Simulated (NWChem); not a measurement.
**BP86/6-311++G(2d,2p) run of CH2F2 (difluoromethane)**

Aim: the electronic atomisation energy of CH2F2 (difluoromethane) at BP86/6-311++G(2d,2p), from 4 runs. 

Program for the calculation: NWChem 7.3.0.

3 further runs of the same task are left out: 3 set aside as unsound or not needed.

## (1) Starting point

The species is CH2F2 (5 atoms), meant as a singlet with charge 0. SMILES: `FCF`. The shape is that of a PBE0-D4/def2-TZVP optimisation.

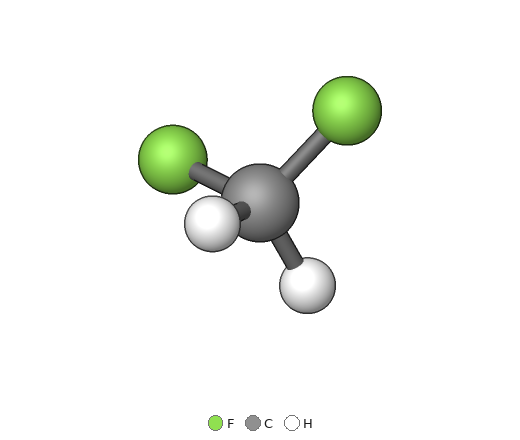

Viewed from a chosen angle; fluorine green, carbon grey, hydrogen white.

## (2) A single-point energy at BP86/6-311++G(2d,2p) (run 1)

ch2f2.xyz reads:

```xyz
5

F     -1.073300     0.191200     0.698300
C      0.010100    -0.016900    -0.082300
F      1.090500    -0.179200     0.713200
H     -0.142700    -0.932900    -0.659500
H      0.165300     0.864200    -0.711100
```

ch2f2.nw reads:

```
start ch2f2
memory 2200 mb

geometry noautosym nocenter noautoz
  load format xyz ch2f2.xyz
end

basis "ao basis" spherical bse
  * library "6-311++G(2d,2p)"
end

dft
  xc becke88 perdew86
  mult 1
  grid fine
  convergence energy 1e-08
  iterations 100
  mulliken
  print low
end

task dft energy
```

Command:

```sh
$ nwchem ch2f2.nw > ch2f2.out
```

Standard output:

```text
[...]
 d= 0,ls=0.0,diis     1   -238.9608770439 -3.16D+02  9.88D-03  1.32D+00     1.6
[...]
 d= 0,ls=0.0,diis     8   -239.0672934397  2.25D-09  8.63D-07  6.18D-08    10.1
         Total DFT energy =     -239.067293439720
      One electron energy =     -484.702414549921
           Coulomb energy =      195.264363819711
    Exchange-Corr. energy =      -27.097458851536
 Nuclear repulsion energy =       77.468216142026
[...]
      Total Density - Mulliken Population Analysis
     ---------------------------------------------
    Atom       Charge   Shell Charges
 -----------   ------   -------------------------------------------------------
    1 F    9     9.25   1.08  0.91  1.18  1.09  2.33  0.90  1.68 -0.01  0.07  0.00  0.01
    2 C    6     5.72   1.11  0.88  0.61  0.78  1.35  0.28  0.43  0.03  0.05  0.04  0.16
    3 F    9     9.25   1.08  0.91  1.18  1.09  2.33  0.90  1.68 -0.01  0.07  0.00  0.01
    4 H    1     0.89   0.28  0.48  0.09 -0.00  0.01  0.02
    5 H    1     0.89   0.28  0.48  0.09 -0.00  0.01  0.02
[...]
```

It took 11 s on 1 thread of Intel Xeon Platinum 8375C at 2.90GHz (Ice Lake), shared host; peak memory 0.11 GiB.

## (3) The C atom (run 2)

m1.nw reads:

```
START m1
TITLE "C BP86"
memory 2200 mb

GEOMETRY noautosym nocenter noautoz
  C     0.000000    0.000000    0.000000
END

BASIS spherical bse
  * library "6-311++G(2d,2p)"
END

DFT
  xc becke88 perdew86
  mult 3
  grid fine
  convergence energy 1e-08
  iterations 100
  mulliken
  noprint "final vectors analysis"
END

TASK dft
```

Run the same way, it converges to -37.84443 Eh (log not shown).

Run 3 isn't shown in full; the table further down has it.

## (4) The H atom, same level (run 4)

mol.nw reads:

```
echo
start mol
title "H BP86"
memory 2200 mb

geometry units au noautosym nocenter noautoz
  H      0.00000000     0.00000000     0.00000000
end

basis spherical bse
  * library "6-311++G(2d,2p)"
end

dft
  xc becke88 perdew86
  mult 2
  grid fine
  convergence energy 1e-08
  iterations 100
  mulliken
  print low
end

task dft
```

Run the same way, it converges to -0.50014 Eh (log not shown).

## (5) All runs side by side

```csv
run,level,partner,energy (Eh),wall time
1,"BP86/6-311++G(2d,2p)",base,-239.067293,11 s
2,"UBP86/6-311++G(2d,2p)",atoms,-37.844428,0.98 s
3,"UBP86/6-311++G(2d,2p)",atoms,-99.752358,0.92 s
4,"UBP86/6-311++G(2d,2p)",atoms,-0.500137,0.62 s
```

## (6) What came out

At BP86/6-311++G(2d,2p):

```
                     quantity        value
         H atom: total energy  -0.50014 Eh
                 H atom: ⟨S²⟩        0.750
electronic atomisation energy    19.534 eV
```

**Reading.** Taking the molecule apart into free atoms costs 19.53 eV (1885 kJ/mol), before zero-point energy and without spin-orbit coupling. All runs together took 13 s, the longest 11 s.
